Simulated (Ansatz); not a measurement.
# Energy over volume and axial ratio for Eu (bcc, W type)

Eu (bcc, W type)

```xyz
1
Lattice="-2.2236 2.2236 2.2236 2.2236 -2.2236 2.2236 2.2236 2.2236 -2.2236" Properties=species:S:1:pos:R:3 pbc="T T T"
Eu     0.0000     0.0000     0.0000
```

Grid over V/V₀ and (c/a)/(c/a)₀, subscript 0 meaning the relaxed cell; the conventional c axis lies along z; no internal relaxation.

All values below come from r2SCAN (plane waves to 500 eV, PAW, scalar-relativistic; Ansatz, a quantum-chemistry and plane-wave program). k mesh 15×15×15 (Γ-centred), Fermi-Dirac smearing 0.05 eV. Energies are smeared free energies. Stress and pressure are positive under compression. With partly filled bands, the response to shear is sensitive to the k mesh, so small differences along c/a are uncertain. Eu was relaxed with its symmetry unable to fall. Relaxed Eu ends ferromagnetic. The relaxed volume of Eu is well below the measured one. The magnetic order is the one the run started from; other orders were not tried. The filling of the f shell was not checked against other fillings, so treat energies with care. ΔE is measured from the relaxed starting cell.

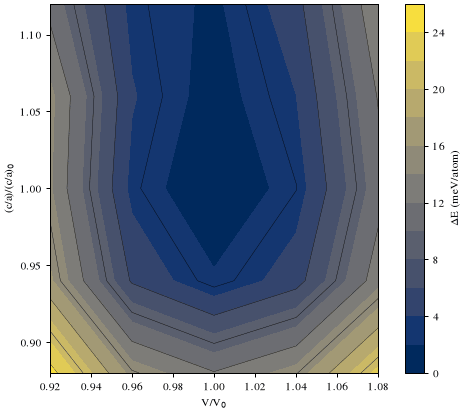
Figure. ΔE (meV/atom) over the 5×5 grid of computed points.

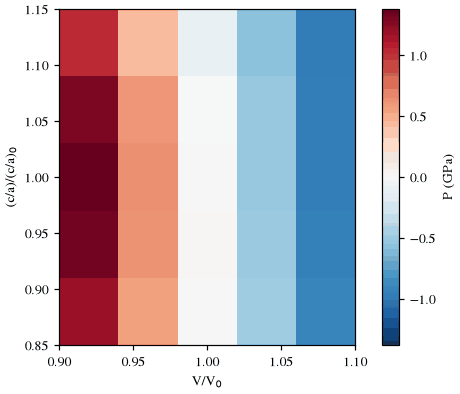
Fig. 1. P (GPa) over the 5×5 grid of computed points.

Lowest place on the grid: V/V₀ = 1.000, (c/a)/(c/a)₀ = 1.000 (0 meV/atom). Highest place on the grid: V/V₀ = 0.920, (c/a)/(c/a)₀ = 0.880 (25 meV/atom).

(Under strain, the slope of the energy per volume gives the stress and its curvature an elastic modulus.)
